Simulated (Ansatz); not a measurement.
# The cluster B6: one molecule under many settings

How do the results and run time of the cluster B6 respond when the settings are drawn wide?

Program: Ansatz 0.2.0, Gaussian basis. Level of theory: the settings change from run to run. These are calculated values, not measurements.

2 further runs of the same task are left out: 1 that didn't finish, 1 set aside as unsound or not needed. Runs told in other sessions of the task aren't counted.

### 1 The molecule

An earlier PBE0-D4/def2-SVP relaxation fixed the geometry.

6 atoms, charge 0, spin multiplicity 1.

Atoms are counted from 1 here; the program's logs count them from 0.

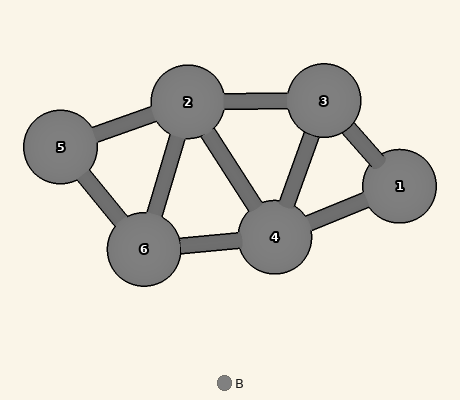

The geometry (boron grey); atoms are numbered from 1 in the order of the file.

### 2 r2SCAN/cc-pVDZ

Set apart from the defaults: charge -1, multiplicity 2, density fitting with def2-universal-jkfit.

Input file in.yaml:

```yaml
crystal:
  periodic: [false, false, false]
  atoms:
    - {symbol: B, position_ang: [-2.000335, 0.293145, -0.022126]}
    - {symbol: B, position_ang: [0.496200, -0.816182, -0.139347]}
    - {symbol: B, position_ang: [-1.035256, -0.875337, 0.321771]}
    - {symbol: B, position_ang: [-0.505443, 0.821458, 0.038922]}
    - {symbol: B, position_ang: [1.959967, -0.270104, -0.416323]}
    - {symbol: B, position_ang: [1.084866, 0.847019, 0.217093]}
basis:
  gaussian: {orbitals: cc-pVDZ, fitting: {mean_field: def2-universal-jkfit}}
total_charge: -1
magnetization: {spin_polarized: true, initial_magnetization: 1}
hamiltonian: {xc: {name: r2SCAN}}
output: {forces: true}
```

Run with:

```bash
> ansatz run in.yaml --threads 4 --pin off --events-out ev --progress --plain --max-ram 3916MiB
```

The program printed, cut to the lines that bear on the results:

```text
Functional definition: r2SCAN
  name "r2SCAN"
  cite "Furness, Kaplan, Ning, Perdew & Sun, J. Phys. Chem. Lett. 11, 8208 (2020) doi:10.1021/acs.jpclett.0c02405"
  cite "Furness, Kaplan, Ning, Perdew & Sun, J. Phys. Chem. Lett. 11, 9248 (2020) doi:10.1021/acs.jpclett.0c03077"
  parent r2scan
[...]
450 factors; integrals over basis functions are off by at most 1.9e-2 eV
[...]
mean field -4049.12863444 eV, -148.8027327178 hartree, gradient 2.1e-5 eV, S^2 1.446769; 10 other end points of the search recorded, 0 dependent functions left out
[...]
reference -4049.12864505 eV, -148.8027331075 hartree; 16, 15 occupied and 68, 69 virtual orbitals, 450 factors
WARN: the results are in doubt because the forces break the atoms' symmetry
Total energy: -4049.12864505 eV, -148.8027331075 hartree
Atom 0 at    -2.000335     0.293145    -0.022126 Å, force    -0.674066     0.095585    -0.035326 eV/Å
Atom 1 at     0.496200    -0.816182    -0.139347 Å, force    -0.364426     0.127669     0.273246 eV/Å
Atom 2 at    -1.035256    -0.875337     0.321771 Å, force    -0.111143    -0.126734    -0.219003 eV/Å
Atom 3 at    -0.505443     0.821458     0.038922 Å, force     0.017208    -0.019702     0.531174 eV/Å
Atom 4 at     1.959967    -0.270104    -0.416323 Å, force     1.123700    -0.016952    -0.003477 eV/Å
Atom 5 at     1.084866     0.847019     0.217093 Å, force     0.008728    -0.059866    -0.546614 eV/Å
Dipole moment:     0.014043     0.002758     0.142829 e Å
In doubt: the forces break the atoms' symmetry
```

Wall time 16 s (4 threads of Arm Neoverse V1, shared host).

Largest force 1.124 eV/Å, ⟨S²⟩ 1.447. The spin excess of 0.70 shows a contaminated determinant. The log holds a warning on this run.

### 3 rPW86-PBE/STO-3G

Set apart from the defaults: density fitting with def2-universal-jkfit, finite nuclei, D4 dispersion.

in.yaml: that of step 2 with these lines changed.

```diff
@@ -10,6 +10,4 @@
 basis:
-  gaussian: {orbitals: cc-pVDZ, fitting: {mean_field: def2-universal-jkfit}}
-total_charge: -1
-magnetization: {spin_polarized: true, initial_magnetization: 1}
-hamiltonian: {xc: {name: r2SCAN}}
-output: {forces: true}
+  gaussian: {orbitals: STO-3G, fitting: {mean_field: def2-universal-jkfit}, nuclear_model: gaussian}
+hamiltonian: {xc: {name: rPW86-PBE}, dispersion: d4}
+scf: {omitted_lower_state_checks: [starts]}
```

The command is unchanged.

The program printed:

```text
Functional definition: rPW86-PBE
  name "rPW86-PBE"
  cite "Murray, Lee & Langreth, J. Chem. Theory Comput. 5, 2754 (2009) doi:10.1021/ct900365q"
  cite "Perdew, Burke & Ernzerhof, Phys. Rev. Lett. 77, 3865 (1996) doi:10.1103/PhysRevLett.77.3865"
  parent pbe
  exchange = rpw86_x
  correlation = pbe_c
these checks for a lower state are left out or cut short: starts
450 factors; integrals over basis functions are off by at most 3.1e-3 eV
mean field evaluation 1: about -4006.4157 eV, gradient 4.8e0 eV
mean field evaluation 2: about -4006.2948 eV, gradient 6.0e0 eV
mean field evaluation 4: about -4006.5497 eV, gradient 1.7e0 eV
mean field evaluation 8: about -4006.5603 eV, gradient 3.1e-1 eV
mean field evaluation 16: about -4006.5607 eV, gradient 4.0e-5 eV
mean field -4006.56069555 eV, -147.2383898171 hartree, gradient 4.0e-5 eV, S^2 0.000000; 0 other end points of the search recorded, 0 dependent functions left out
reference -4006.56076100 eV, -147.2383922222 hartree; 15, 15 occupied and 15, 15 virtual orbitals, 450 factors
Total energy: -4006.77281809 eV, -147.2461851765 hartree
Checks for a lower state left out: starts
```

Wall time 0.65 s (4 threads of Arm Neoverse V1, shared host).

### 4 LC-wPBE/6-31G

This run has charge -1, multiplicity 2, a point charge of 0.50 e beside it.

in.yaml: that of step 3 with these lines changed.

```diff
@@ -10,4 +10,6 @@
 basis:
-  gaussian: {orbitals: STO-3G, fitting: {mean_field: def2-universal-jkfit}, nuclear_model: gaussian}
-hamiltonian: {xc: {name: rPW86-PBE}, dispersion: d4}
+  gaussian: {orbitals: 6-31G, point_charges: [{charge: 0.50, position_ang: [4.687, -0.156, 0.340]}]}
+total_charge: -1
+magnetization: {spin_polarized: true, initial_magnetization: 1}
+hamiltonian: {xc: {name: LC-wPBE}}
 scf: {omitted_lower_state_checks: [starts]}
```

Launched as before.

The program printed, cut to the lines that bear on the results:

```text
Functional definition: LC-wPBE
  name "LC-wPBE"
  cite "Vydrov & Scuseria, J. Chem. Phys. 125, 234109 (2006) doi:10.1063/1.2409292"
  cite "Heyd & Scuseria, J. Chem. Phys. 120, 7274 (2004) doi:10.1063/1.1668634"
  cite "Ernzerhof & Perdew, J. Chem. Phys. 109, 3313 (1998) doi:10.1063/1.476928"
  cite "Perdew, Burke & Ernzerhof, Phys. Rev. Lett. 77, 3865 (1996) doi:10.1103/PhysRevLett.77.3865"
  parent pbe
[...]
756 factors; integrals over basis functions are off by at most 1.2e-4 eV
306 factors; integrals over basis functions are off by at most 7.8e-6 eV
[...]
mean field -4046.47552605 eV, -148.7052327828 hartree, gradient 3.5e-5 eV, S^2 1.721395; 0 other end points of the search recorded, 0 dependent functions left out
reference -4046.47552606 eV, -148.7052327831 hartree; 16, 15 occupied and 38, 39 virtual orbitals, 756 factors
Total energy: -4046.47552606 eV, -148.7052327831 hartree
Checks for a lower state left out: starts
```

It took 1.4 s on 4 threads of Arm Neoverse V1, shared host.

⟨S²⟩ 1.721. The spin excess of 0.97 shows a contaminated determinant.

### 5 revPBE/6-31G*

Options: the search for lower states set to off.

in.yaml: that of step 4 with these lines changed.

```diff
@@ -10,6 +10,5 @@
 basis:
-  gaussian: {orbitals: 6-31G, point_charges: [{charge: 0.50, position_ang: [4.687, -0.156, 0.340]}]}
-total_charge: -1
-magnetization: {spin_polarized: true, initial_magnetization: 1}
-hamiltonian: {xc: {name: LC-wPBE}}
-scf: {omitted_lower_state_checks: [starts]}
+  gaussian: {orbitals: "6-31G*"}
+hamiltonian: {xc: {name: revPBE}}
+scf: {lower_state_search: off}
+output: {forces: true}
```

Launched as before.

The program printed, cut to the lines that bear on the results:

```text
Functional definition: revPBE
  name "revPBE"
  cite "Zhang & Yang, Phys. Rev. Lett. 80, 890 (1998) doi:10.1103/PhysRevLett.80.890"
  cite "Perdew, Burke & Ernzerhof, Phys. Rev. Lett. 77, 3865 (1996) doi:10.1103/PhysRevLett.77.3865"
[...]
822 factors; their error is unknown
[...]
mean field -4047.91267590 eV, -148.7580470657 hartree, gradient 1.5e-6 eV, S^2 0.000000; 0 other end points of the search recorded, 0 dependent functions left out
[...]
reference -4047.91271709 eV, -148.7580485791 hartree; 15, 15 occupied and 75, 75 virtual orbitals, 822 factors
Total energy: -4047.91271709 eV, -148.7580485791 hartree
Atom 0 at    -2.000335     0.293145    -0.022126 Å, force    -0.475510     0.116020    -0.098567 eV/Å
Atom 1 at     0.496200    -0.816182    -0.139347 Å, force    -0.131302    -0.068265     0.017525 eV/Å
Atom 2 at    -1.035256    -0.875337     0.321771 Å, force    -0.024679    -0.251264     0.128485 eV/Å
Atom 3 at    -0.505443     0.821458     0.038922 Å, force     0.132945     0.067327     0.000322 eV/Å
Atom 4 at     1.959967    -0.270104    -0.416323 Å, force     0.448482    -0.100592    -0.195015 eV/Å
Atom 5 at     1.084866     0.847019     0.217093 Å, force     0.050064     0.236774     0.147250 eV/Å
Dipole moment:     0.025950    -0.014812     0.281875 e Å
Checks for a lower state left out: stability, starts, cluster_reference, orbital_swaps, neighbouring_geometries, increment
```

Run time: 0.65 s. Hardware: 4 threads of Arm Neoverse V1, shared host.

Largest force 0.499 eV/Å, dipole 1.36 D.

### 6 The runs in one table

```tsv
level	charge	multiplicity	geometry	functions	energy (eV)	time
r2SCAN/cc-pVDZ	-1	2	relaxed	84	-4049.129	16 s
rPW86-PBE/STO-3G	0	1	relaxed	30	-4006.773	0.65 s
LC-wPBE/6-31G	-1	2	relaxed, point charge	54	-4046.476	1.4 s
revPBE/6-31G*	0	1	relaxed	90	-4047.913	0.65 s
```

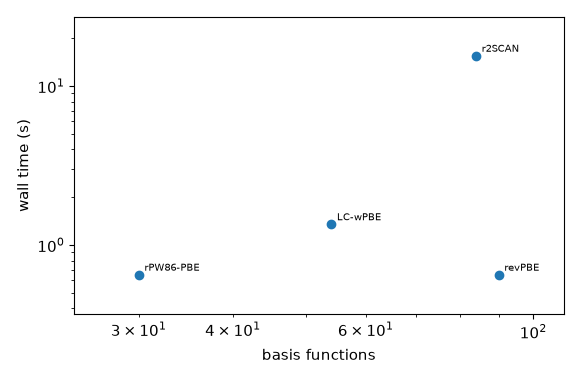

Wall time against the number of basis functions (shared host).

### 7 What came out

| quantity | value |
| --- | --- |
| runs | 4 |
| quickest | rPW86-PBE/STO-3G, 0.65 s |
| slowest | r2SCAN/cc-pVDZ, 16 s |
| spread of total energies, same state and geometry | 41.1 eV |

Run time spans a factor of 24, from rPW86-PBE/STO-3G to r2SCAN/cc-pVDZ. The jobs differ in tasks and options as well as level. Total energies at one charge and spin differ by 41 eV between levels, so only differences within one level mean anything. At the PBE0-D4/def2-SVP geometry and in the same state, the sound runs without point charges leave forces up to 0.50 eV/Å (revPBE/6-31G*).
